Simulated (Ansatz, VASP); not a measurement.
# Ge (Germanium) in two plane-wave programs

Wanted: the spread between two codes on one cell, functional and k mesh.

Method: plane waves, with VASP 6.6.1 beside it; relaxation of cell and atoms at r2SCAN and band structure at HSE06, in Ansatz 0.2.0.

## (1) Set-up

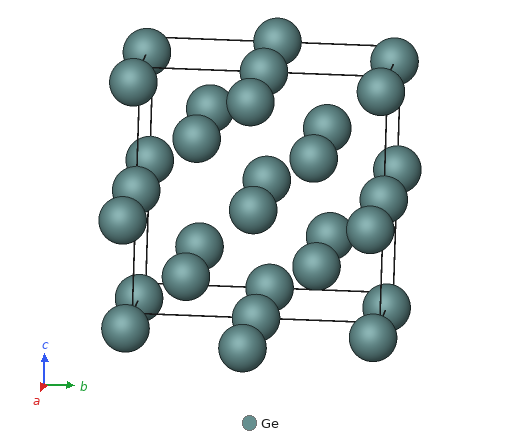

The cell as given, slightly off an axis (germanium teal). 2×1×1 cells are drawn. This picture shows the conventional cell, with its axes. Some periodic images of atoms are drawn too.

Coordinates:

```cif
data_structure
_symmetry_space_group_name_H-M 'P 1'
_symmetry_Int_Tables_number 1
_cell_length_a 4.0007
_cell_length_b 4.0007
_cell_length_c 4.0007
_cell_angle_alpha 60.000
_cell_angle_beta 60.000
_cell_angle_gamma 60.000
_cell_volume 45.28
loop_
_atom_site_label
_atom_site_type_symbol
_atom_site_fract_x
_atom_site_fract_y
_atom_site_fract_z
_atom_site_occupancy
Ge1 Ge 0.00000 0.00000 0.00000 1
Ge2 Ge 0.25000 0.25000 0.25000 1
```

## (2) Ansatz: relaxation of cell and atoms, r2SCAN

Ansatz runs on its default PAW (the set named soft_2) files.

The relaxed volume is the usual yardstick between codes: its relative difference is about their pressure difference at one cell divided by the bulk modulus.

input.yaml

```yaml
crystal:
  lattice:
    - [0.0, 2.82891, 2.82891]
    - [2.82891, 0.0, 2.82891]
    - [2.82891, 2.82891, 0.0]
  atoms:
    - { symbol: Ge, position: [0.0, 0.0, 0.0] }
    - { symbol: Ge, position: [0.25, 0.25, 0.25] }
hamiltonian:
  xc: r2scan
  pseudopotentials: { kind: paw }
kpoints:
  mp_grid: { grid: [6, 6, 6] }
scf:
  occupations: { method: gaussian, width: 0.05 }
relax:
  f_tol: 0.01
  max_steps: 60
  cell: { stress_tol: 0.05 }
output:
  forces: true
  stress: true
```

Launch:

```
$ ansatz run input.yaml --threads 4 --pin off --max-ram 9216MiB --backend cpu --events-out ev --progress --plain --runs-dir out
```

Numbers of over 12 decimals in the logs are rounded to 6 here.

The log of the run:

```text
Engine: ansatz 0.2.0, aarch64-unknown-linux-gnu
Pseudopotentials: kind: paw
Pseudopotential: Ge, paw, valence charge 14, recommended cutoff 500 eV (meta_gga), Ge.paw.azcp
Functional definition: r2SCAN
  parameter k0 = 0.174
  parameter k1 = 0.065
  parameter a1 = 4.9479
  exchange = r2scan_x(k0 = k0, k1 = k1, a1 = a1)
  correlation = r2scan_c
Crystal: 2 atoms, lattice volume = 45.278 Å³
Basis set: ecut = 500 eV, 1139 PW (Γ), exchange–correlation on 120×120×120 points (64 copies of the dense FFT grid, shifted against one another)
Bands: 18, of which v1, the nominal top of the filled ones, is band 14 counted from 1 (13 counted from 0)
Symmetry: 48 space group operations
Space group: Fd-3m (ITA 227), of the structure as read, at distance tolerance 3.6e-5 Å
k-points: 16 of 216
Non-local potential: Ge, projectors of the file, l = 0: 2, l = 1: 2, l = 2: 3, l = 3: 1
PAW form: soft (Blöchl's): semilocal exchange-correlation on the pseudo side does not see the compensation charge
PAW frozen core: Ge, regenerated for the run's functional (the file was generated under x = pbe(κ = 0.804, μ = 0.219515), c = pbe(β = 0.066725))
PAW one-centre angular grid: Ge, 590 points (default); XC on 160 Gauss nodes
Initial density: superposition of atomic densities (neutral atoms: chi_scale 0, normalization atom), corrected by the library's trained network
Initial wavefunctions: pseudopotential atomic-orbital guess
Functional: x = r2scan, c = r2scan; τ floored in thin density (d = 2e-4 eV/Å³)
SCF iter   1: F=—  HF=-8605.763769 eV  |F-HF|=—  |Δ(HF+E_count)|=         —  Δρ=6.79e-3  dr2=6.52e-3  dr2_τ=4.73e-3  ethr=1.77e-3  ⟨swp⟩=6.0  Hψ=1342  notcnv=0
preconditioner: auto → none  [insulator: Δε(μ)=0.391 eV  Ē_g=24.436 eV  σ=0.050 eV  W_gap=1.00  n_scr=14 (ndim 8)  ℏωp=29.2 eV  f_vac=0.075  D(μ)=0.00/eV (n_scr^D=0)  ε∞_Penn≈2.4]
SCF iter   2: F=—  HF=-8605.774102 eV  |F-HF|=—  |Δ(HF+E_count)|=   1.03e-2  Δρ=1.60e-3  dr2=5.29e-4  dr2_τ=2.20e-5  ethr=2.33e-5  ⟨swp⟩=2.0  Hψ=704  notcnv=0
SCF iter   3: F=—  HF=-8605.774134 eV  |F-HF|=—  |Δ(HF+E_count)|=   3.26e-5  Δρ=1.12e-3  dr2=1.69e-4  dr2_τ=2.31e-6  ethr=1.89e-6  ⟨swp⟩=2.0  Hψ=454  notcnv=0
SCF iter   4: F=—  HF=-8605.774200 eV  |F-HF|=—  |Δ(HF+E_count)|=   6.60e-5  Δρ=5.21e-5  dr2=9.09e-7  dr2_τ=1.95e-8  ethr=6.04e-7  ⟨swp⟩=2.2  Hψ=436  notcnv=0
SCF iter   5: F=—  HF=-8605.774198 eV  |F-HF|=—  |Δ(HF+E_count)|=   2.66e-6  Δρ=7.84e-6  dr2=1.44e-8  dr2_τ=2.04e-10  ethr=3.25e-9  ⟨swp⟩=2.0  Hψ=512  notcnv=0
SCF iter   6: F=-8605.774198 eV  HF=-8605.774198 eV  |F-HF|=7.82e-11  |Δ(HF+E_count)|=   9.84e-9  Δρ=4.92e-7  dr2=2.83e-11  dr2_τ=3.87e-12  ethr=5.14e-11  ⟨swp⟩=1.2  Hψ=868  notcnv=0
SCF 1 converged in 6 iterations: F = -8605.774198 eV  dr2 = 2.83e-11
  greatest PAW one-centre occupation: 0.998 electrons in one spin orbital (limit 2), on the Ge atom at site 1 (counted from 0), in its partial waves of l = 2
relax step   1: F+E_penalty+E_count = -8605.77419769 eV  Δ(F+E_penalty+E_count) = +0.000e0 eV  max|allowed force component| = 2.776e-17 eV/Å  Δτ_max = 0.0000 Å  P = +0.544 GPa  Ω = 45.278 Å³  (6 SCF iters, dr2 threshold 1.00e-7 eV, accepted)
[...]
relax step   2: F+E_penalty+E_count = -8605.77466026 eV  Δ(F+E_penalty+E_count) = -4.626e-4 eV  max|allowed force component| = 5.204e-17 eV/Å  Δτ_max = 0.0000 Å  P = +0.068 GPa  Ω = 45.570 Å³  energy of the carried Pulay correction = -9.250e-5 eV  (4 SCF iters, dr2 threshold 2.00e-7 eV, accepted)
[...]
relax step   3: F+E_penalty+E_count = -8605.77465601 eV  Δ(F+E_penalty+E_count) = +4.256e-6 eV  max|allowed force component| = 1.203e-16 eV/Å  Δτ_max = 0.0000 Å  P = +0.001 GPa  Ω = 45.612 Å³  energy of the carried Pulay correction = -1.059e-4 eV  (4 SCF iters, dr2 threshold 1.17e-8 eV, accepted)
[...]
relax step   4: F+E_penalty+E_count = -8605.77473173 eV  Δ(F+E_penalty+E_count) = -7.573e-5 eV  max|allowed force component| = 1.342e-16 eV/Å  Δτ_max = 0.0000 Å  P = +0.002 GPa  Ω = 45.612 Å³  stress off target by 1.82e-3 GPa  SCF on the basis re-selected at this cell (its energy is not comparable with the rows above)  (5 SCF iters)
basis re-selected at this cell: Δ(F+E_penalty+E_count) = -7.573e-5 eV, ΔP = +0.001 GPa vs the last step (what re-selecting the basis moved, of the pressure what is left beyond the Pulay correction that the steps carried, after the strain that the cell walked since its last selection, with what the two solves' SCF thresholds leave and, on support functions, any second-order correction that the steps lacked; it is no m [...]
SCF converged after 5 iterations
Free energy (F): -8605.774732 eV
Harris-Foulkes:  -8605.774732 eV  (|F-HF|=3.64e-12)
Internal energy: -8605.774732 eV  (E = F + TS)
E sigma→0 (E₀):  -8605.774732 eV
Fermi energy:    8.477862 eV
--- Per-component energies (eV) ---
  E_band       = -319.819179
  E_kinetic    = 222.085549
  E_local      = -4955.092085  (includes V_loc(G=0)·N_el)
  E_nonlocal   = 840.201955
  E_hartree    = 2176.461657
  E_xc         = -138.183538
  E_vxc        = -135.776576  (∫ρ·V_xc dr)
  E_paw        = -4068.519734  (= ΣΔE_a)
  E_vpaw       = -651.776591  (= ΣTr[D̂ρ^β])
  E_aug_tail   = 0.000038  (compensation charges beyond the density's cutoff)
  E_vtau       = 7.615275  (kinetic-family band-sum trace: ∫τ·v_τ [+ j·A + Jᵃ·Aᵃ] dr)
  E_ewald      = -2680.557042
  E_core_change = -2.171532  (= ΣΔE_core)
  E_smearing   = -0.000000  (= −TS)
  E_closure    = 0.000000  (closes the sum)
  Σ components = -8605.774732   (vs F -8605.774732, Δ=0.00e0)
--- Forces (eV/Å), atoms counted from 1 ---
  atom   1  Ge    -0.00000000    -0.00000000    -0.00000000
  atom   2  Ge     0.00000000     0.00000000     0.00000000
  max |Σ_I F_I| component: 4.63e-17 eV/Å
--- Stress (GPa, compression-positive) ---
        0.001816      -0.000000      -0.000000
       -0.000000       0.001816      -0.000000
        0.000000       0.000000       0.001816
  P = ⅓ Tr σ = 0.0018 GPa (0.018 kbar)
--- Relaxed structure (3 steps of the walk, 3 accepted, 1 SCFs on fresh bases) ---
  F+E_penalty+E_count = -8605.77473173 eV   max|allowed force component| = 1.342e-16 eV/Å   (the final SCF, on the basis selected at the relaxed cell)
  cell:  # Å, volume = 45.6121 Å³
    - [0, 2.835852, 2.835852]
    - [2.835852, 0, 2.835852]
    - [2.835852, 2.835852, 0]
  atoms:
    - { symbol: Ge, position: [0, 0, 0] }
    - { symbol: Ge, position: [0.250000, 0.250000, 0.250000] }
```

Wall time 2.6 s (4 threads of Arm Neoverse V1, shared host); peak memory 0.44 GiB.

## (3) VASP: relaxation of cell and atoms, r2SCAN

The same cell, functional, mesh and smearing now go to VASP, with its own data sets and cutoff.

Lines of VASP's logs that name or quote its potential files are left out, and so is its time.

INCAR

```
SYSTEM = Ge
PREC = Accurate
ENCUT = 410
EDIFF = 1E-06
NELM = 100
ISMEAR = 0
SIGMA = 0.05
LREAL = .FALSE.
ALGO = Normal
METAGGA = R2SCAN
LASPH = .TRUE.
NBANDS = 20
LORBIT = 11
LWAVE = .FALSE.
LCHARG = .FALSE.
KPAR = 2
IBRION = 2
NSW = 60
ISIF = 3
EDIFFG = -0.01
```

POSCAR

```
Ge
1.0
    0.0000000000      2.8289100000      2.8289100000
    2.8289100000      0.0000000000      2.8289100000
    2.8289100000      2.8289100000      0.0000000000
Ge
2
Direct
    0.0000000000      0.0000000000      0.0000000000
    0.2500000000      0.2500000000      0.2500000000
```

KPOINTS

```
Automatic mesh
0
Gamma
6 6 6
0 0 0
```

Potentials, in the order of the species: Ge_d (PBE family, release 64).

Launch:

```
$ mpirun -np 2 vasp_std
```

The log of the run:

```text
[banner, memory and clock lines left out]
running    2 mpi-ranks, on    1 nodes
 distrk:  each k-point on    1 cores,    2 groups
 distr:  one band on    1 cores,    1 groups

 POSCAR found type information on POSCAR Ge
 POSCAR found :  1 types and       2 ions
|                                                                             |
|               ----> ADVICE to this user running VASP <----                  |
|                                                                             |
|     You enforced a specific xc type in the INCAR file but a different       |
|     [... a line on the potential file left out ...]
|     I HOPE YOU KNOW WHAT YOU ARE DOING!                                     |
|                                                                             |

 LDA part: xc-table for (None), standard interpolation
 POSCAR, INCAR and KPOINTS ok, starting setup
 FFT: planning ... GRIDC
 FFT: planning ... GRID_SOFT
 FFT: planning ... GRID
 WAVECAR not read
 entering main loop
       N       E                     dE             d eps       ncg     rms          rms(c)
DAV:   1     0.151177467628E+03    0.15118E+03   -0.13330E+04   672   0.344E+03
DAV:   2    -0.607131896290E+01   -0.15725E+03   -0.15319E+03   640   0.552E+02
DAV:   3    -0.296333062258E+02   -0.23562E+02   -0.23365E+02   712   0.138E+02
DAV:   4    -0.303825127387E+02   -0.74921E+00   -0.74873E+00   708   0.292E+01
DAV:   5    -0.303956481039E+02   -0.13135E-01   -0.13135E-01   748   0.414E+00    0.339E+00
DAV:   6    -0.277179834027E+02    0.26777E+01   -0.30978E-01   684   0.955E+00    0.197E+00
DAV:   7    -0.276995393692E+02    0.18444E-01   -0.10617E-01   804   0.429E+00    0.264E-01
DAV:   8    -0.276988635335E+02    0.67584E-03   -0.51563E-03   840   0.123E+00    0.106E-01
DAV:   9    -0.276990023698E+02   -0.13884E-03   -0.80323E-03   832   0.184E+00    0.683E-02
DAV:  10    -0.276987563014E+02    0.24607E-03   -0.54251E-04   812   0.423E-01    0.324E-02
DAV:  11    -0.276986729481E+02    0.83353E-04   -0.40245E-04   872   0.387E-01    0.745E-03
DAV:  12    -0.276986756699E+02   -0.27217E-05   -0.21325E-05   800   0.711E-02    0.355E-03
DAV:  13    -0.276986799086E+02   -0.42388E-05   -0.83664E-07   444   0.106E-02    0.166E-03
DAV:  14    -0.276986799582E+02   -0.49596E-07   -0.42713E-07   384   0.122E-02
   1 F= -.27698680E+02 E0= -.27698680E+02  d E =-.276987E+02
 curvature:   0.00 expect dE= 0.000E+00 dE for cont linesearch  0.000E+00
 trial: gam= 0.00000 g(F)=  0.190E-41 g(S)=  0.329E-03 ort = 0.000E+00 (trialstep = 0.100E+01)
 search vector abs. value=  0.329E-03
 bond charge predicted
       N       E                     dE             d eps       ncg     rms          rms(c)
DAV:   1    -0.277058772515E+02   -0.71973E-02   -0.93209E-02   872   0.602E+00    0.500E-01
DAV:   2    -0.277006280489E+02    0.52492E-02   -0.61367E-03   824   0.154E+00    0.253E-01
DAV:   3    -0.276988218949E+02    0.18062E-02   -0.27459E-03   852   0.916E-01    0.587E-02
DAV:   4    -0.276987216699E+02    0.10022E-03   -0.29364E-04   832   0.336E-01    0.137E-02
DAV:   5    -0.276987245649E+02   -0.28950E-05   -0.18372E-05   832   0.774E-02    0.963E-03
DAV:   6    -0.276987298070E+02   -0.52422E-05   -0.18432E-06   436   0.284E-02    0.324E-04
DAV:   7    -0.276987298046E+02    0.24447E-08   -0.19674E-07   376   0.462E-03
   2 F= -.27698730E+02 E0= -.27698730E+02  d E =-.498464E-04
 trial-energy change:   -0.000050  1 .order   -0.000088   -0.000329    0.000153
 step:   0.5663(harm=  0.6820)  dis= 0.00000  next Energy=   -27.698766 (dE=-0.861E-04)
 bond charge predicted
       N       E                     dE             d eps       ncg     rms          rms(c)
DAV:   1    -0.277000976654E+02   -0.13679E-02   -0.17367E-02   872   0.257E+00    0.217E-01
DAV:   2    -0.276991173521E+02    0.98031E-03   -0.11595E-03   828   0.673E-01    0.110E-01
DAV:   3    -0.276987987936E+02    0.31856E-03   -0.50739E-04   856   0.395E-01    0.258E-02
DAV:   4    -0.276987720625E+02    0.26731E-04   -0.54648E-05   836   0.145E-01    0.586E-03
DAV:   5    -0.276987702054E+02    0.18571E-05   -0.31142E-06   544   0.331E-02    0.370E-03
DAV:   6    -0.276987682338E+02    0.19716E-05   -0.40270E-07   380   0.110E-02    0.463E-04
DAV:   7    -0.276987681513E+02    0.82489E-07   -0.88441E-08   356   0.313E-03
   3 F= -.27698768E+02 E0= -.27698768E+02  d E =-.881931E-04
 curvature:  -0.30 expect dE=-0.183E-05 dE for cont linesearch -0.183E-05
 trial: gam=-0.11847 g(F)=  0.156E-42 g(S)=  0.620E-05 ort = 0.451E-04 (trialstep = 0.913E+00)
 search vector abs. value=  0.117E-06
 reached required accuracy - stopping structural energy minimisation
```

Parts of OUTCAR (step 3):

```text
ion  position               nearest neighbor table
   1  0.000  0.000  0.000-   2 2.45   2 2.45   2 2.45   2 2.45
   2  0.250  0.250  0.250-   1 2.45   1 2.45   1 2.45   1 2.45

  LATTYP: Found a face centered cubic cell.
 ALAT       =     5.6578200000

 Subroutine GETGRP returns: Found 48 space group operations
 (whereof 24 operations were pure point group operations)

The static configuration has the point symmetry T_d .
 The point group associated with its full space group is O_h .

 Found     16 irreducible k-points:

   k-points           NKPTS =     16   k-points in BZ     NKDIM =     16   number of bands    NBANDS=     20

   dimension x,y,z NGX =    28 NGY =   28 NGZ =   28
   dimension x,y,z NGXF=    56 NGYF=   56 NGZF=   56

   ENCUT  =  410.0 eV  30.13 Ry    5.49 a.u.   6.61  6.61  6.61*2*pi/ulx,y,z

   NELECT =      28.0000    total number of electrons

 k-points in reciprocal lattice and weights: Automatic mesh
   0.00000000  0.00000000  0.00000000       0.005
   0.16666667  0.00000000  0.00000000       0.037
   0.33333333  0.00000000  0.00000000       0.037
   0.50000000  0.00000000  0.00000000       0.019
   0.16666667  0.16666667  0.00000000       0.028
   0.33333333  0.16666667  0.00000000       0.111
   0.50000000  0.16666667  0.00000000       0.111
  -0.33333333  0.16666667  0.00000000       0.111
  -0.16666667  0.16666667  0.00000000       0.056
[...]
-0.33333333  0.33333333  0.16666667       0.111
  -0.33333333  0.50000000  0.16666667       0.056

 average (electrostatic) potential at core
       1 -79.4579       2 -79.4579

 E-fermi :   4.9730

 k-point     1 :       0.0000    0.0000    0.0000
  band No.  band energies     occupation
    ...
     10     -20.4306      2.00000
     11      -8.5015      2.00000
     12       4.7800      2.00000
     13       4.7801      2.00000
     14       4.7801      2.00000
     15       5.1581      0.00000
     16       7.4910      0.00000
     17       7.4911      0.00000
     18       7.4911      0.00000
     19      11.8294      0.00000
    ...

 k-point     2 :       0.1667    0.0000    0.0000
  band No.  band energies     occupation
    ...
     10     -20.4189      2.00000
     11      -8.1493      2.00000
     12       1.5769      2.00000
     13       4.2321      2.00000
     14       4.2322      2.00000
     15       5.9906      0.00000
     16       8.2192      0.00000
     17       8.2193      0.00000
     18       9.2823      0.00000
     19      13.2088      0.00000
    ...

 k-point     3 :       0.3333    0.0000    0.0000
  band No.  band energies     occupation
    ...
     10     -20.4094      2.00000
     11      -7.1731      2.00000
     12      -1.4917      2.00000
     13       3.5517      2.00000
     14       3.5518      2.00000
     15       5.4414      0.00000
     16       8.7966      0.00000
     17       8.7967      0.00000
     18      12.3012      0.00000
     19      13.2412      0.00000
    ...

  Total        0.0092529      0.0092529      0.0092529     -0.0000000      0.0000000     -0.0000000
  in kB        0.3265146      0.3265146      0.3265146     -0.0000000      0.0000000     -0.0000000
  external PRESSURE =       0.3265146 kB  Pullay stress =       0.0000000 kB

  energy-cutoff  :      410.00
  volume of cell :       45.40
      direct lattice vectors                 reciprocal lattice vectors
    -0.000000000  2.831513572  2.831513572    -0.176584003  0.176584003  0.176584003
     2.831513572  0.000000000  2.831513572     0.176584003 -0.176584003  0.176584003
     2.831513572  2.831513572  0.000000000     0.176584003  0.176584003 -0.176584003

 POSITION                                       TOTAL-FORCE (eV/Angst)
 -----------------------------------------------------------------------------------
      0.00000      0.00000      0.00000         0.000000      0.000000      0.000000
      1.41576      1.41576      1.41576        -0.000000     -0.000000     -0.000000
 -----------------------------------------------------------------------------------
    total drift:                                0.000000      0.000000      0.000000

  FREE ENERGIE OF THE ION-ELECTRON SYSTEM (eV)
  ---------------------------------------------------
  free  energy   TOTEN  =       -27.6987681513 eV

  energy  without entropy=      -27.6987681510  energy(sigma->0) =      -27.69876815

 reached required accuracy - stopping structural energy minimisation

 total charge
# of ion       s       p       d       tot
------------------------------------------
    1        1.098   1.296  10.022  12.416
    2        1.098   1.296  10.022  12.416
--------------------------------------------------
tot          2.196   2.592  20.044  24.833

[... 3 further parts left out ...]
```

CONTCAR:

```
Ge
   1.00000000000000
    -0.0000000000000000    2.8315135721349893    2.8315135721349893
     2.8315135721349893    0.0000000000000000    2.8315135721349893
     2.8315135721349893    2.8315135721349893    0.0000000000000000
  Ge
     2
Direct
     0.0000000000000000    0.0000000000000000    0.0000000000000000
     0.2500000000000000    0.2500000000000000    0.2500000000000000
```

## (4) Comparison

Known differences besides the PAW data sets themselves: VASP keeps PBE cores, Ansatz makes them for the functional; both relaxations stop at a tolerance, which leaves soft axes loose, and VASP keeps its plane-wave basis; the cutoff is 500 eV in Ansatz and 410 eV in VASP; Ansatz adds a Pulay correction to the stress that steers its cell, VASP none. Total energies have different zeros and are not compared.

The two programs side by side:

```csv
quantity,Ansatz,VASP,difference
volume (Å³),45.61,45.40,+0.46 %
"edge a after relaxation, in the typed setting (Å)",4.011,4.004,+0.15 %
```

The walks stopped with 0.00 GPa left in Ansatz and 0.03 GPa in VASP; each walk ends within a tolerance, so the volume difference is uncertain by about these residues over the bulk modulus, most in soft cells.

## (5) Ansatz: band structure, HSE06

The same path points are solved in both programs, so levels can be compared one by one. The cell compared in this pair holds 45.40 Å³, against 45.28 Å³ for the pair before.

The cell comes out of the VASP series on this material, whose earlier steps may have relaxed, scaled or displaced it; both programs get it as it stands.

input.yaml

```yaml
crystal:
  lattice:
    - [0.0, 2.8315135721, 2.8315135721]
    - [2.8315135721, 0.0, 2.8315135721]
    - [2.8315135721, 2.8315135721, 0.0]
  atoms:
    - { symbol: Ge, position: [0.0, 0.0, 0.0] }
    - { symbol: Ge, position: [0.25, 0.25, 0.25] }
hamiltonian:
  xc: { exchange: pbe, correlation: pbe, exx: { coeff: 0.25, omega: 0.2 } }
  pseudopotentials: { kind: paw }
kpoints:
  mp_grid: { grid: [4, 4, 4] }
  band_path:
    path:
      - [0.0, 0.0, 0.0]
      - [0.5, 0.0, 0.5]
      - [0.5, 0.2, 0.7]
      - [0.4, 0.35, 0.75]
      - [0.15, 0.15, 0.3]
      - [0.2, 0.2, 0.2]
      - [0.5, 0.5, 0.5]
      - [0.55, 0.4, 0.55]
      - [0.6, 0.25, 0.65]
      - [0.5, 0.25, 0.75]
      - [0.5, 0.5, 0.5]
      - [0.375, 0.375, 0.75]
      - [0.5, 0.0, 0.5]
    npoints: 1
scf:
  occupations: { method: gaussian, width: 0.05 }
  n_extra_bands: 7
output:
  forces: true
  stress: true
  eigenvalues: true
  write_density: true
  write_potential: true
  elf: true
  volumetric_format: npy
```

Launch:

```
$ ansatz run input.yaml --threads 4 --pin off --max-ram 9216MiB --backend cpu --events-out ev --progress --plain --runs-dir out
```

The log of the run:

```text
[...]
--- Band table (eV; the first three rows and the last of 8) ---
  k-point 0: bands = [... 10 lower, -5.7893, 8.2101, 8.2101, 8.2101, 9.1483, 11.4673, 11.4673, 11.4673, ... 3 higher]
  k-point 1: bands = [... 10 lower, -4.9677, 3.2097, 7.2767, 7.2767, 9.6153, 12.6085, 12.6085, 14.8129, ... 3 higher]
  k-point 2: bands = [... 10 lower, -3.4656, -0.0474, 6.6947, 6.6947, 9.0896, 12.7012, 12.7012, 16.1834, ... 3 higher]
  k-point 7: bands = [... 10 lower, -1.3494, -1.3494, 4.0088, 4.0088, 13.4565, 13.4565, 13.6604, 13.6604, ... 3 higher]
[key lines of the parts left out:]
Free energy (F): -8591.481099 eV
Fermi energy:    8.649437 eV
P = ⅓ Tr σ = 0.9523 GPa (9.523 kbar)
```

Run time: 23 s. Hardware: 4 threads; peak memory 0.58 GiB; 79 s of CPU time.

(Part 1 of 2 ends here.)

[Lines on the potential files, build, host, timing and source positions are cut from VASP's logs without a mark.]

[Logs are printed without paths, hosts, clocks, repeated set-up lines and the standing remarks that a program may print on its own settings, such as how far it seeks lower states.]

[Hosts, paths, dates, database ids (printed as entryN), source tags and the programs' standing remarks are cut or masked in the printed files.]
